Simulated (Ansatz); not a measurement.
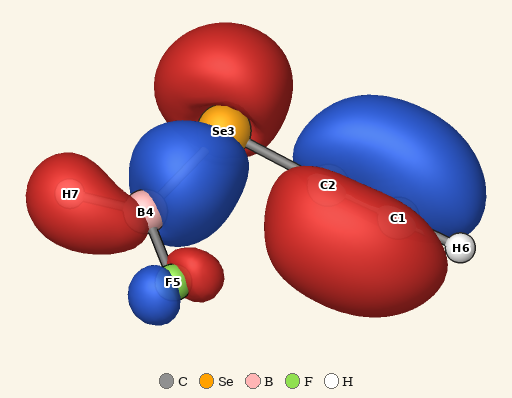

The picture shows: C2H2BFSe. The HOMO−1 at ±0.08 Å⁻³ᐟ² (blue and red are the two phases), seen at a tilt.

Geometry: PBE0-D4/def2-TZVP.

These are results of Ansatz, RKS PBE0-D4/def2-TZVPP, not measurements.

```xyz
7

C    -0.9145    1.5779    1.1642
C    -0.2281    0.6038    1.0049
Se    0.8334   -0.8744    0.8555
B     0.6740   -1.2116   -1.0500
F    -0.0544   -0.4551   -1.8358
H    -1.5246    2.4407    1.2950
H     1.2755   -2.1494   -1.4796
```

Q: Describe this orbital and give its energy.

A: Its weight (Hirshfeld) is mainly on C1 (about 35 %), C2 (about 30 %), Se3 (about 20 %) and B4 (about 10 %); it is symmetric in the molecular plane (an in-plane orbital: σ, lone-pair or in-plane π type). Its energy is −8.12 eV.
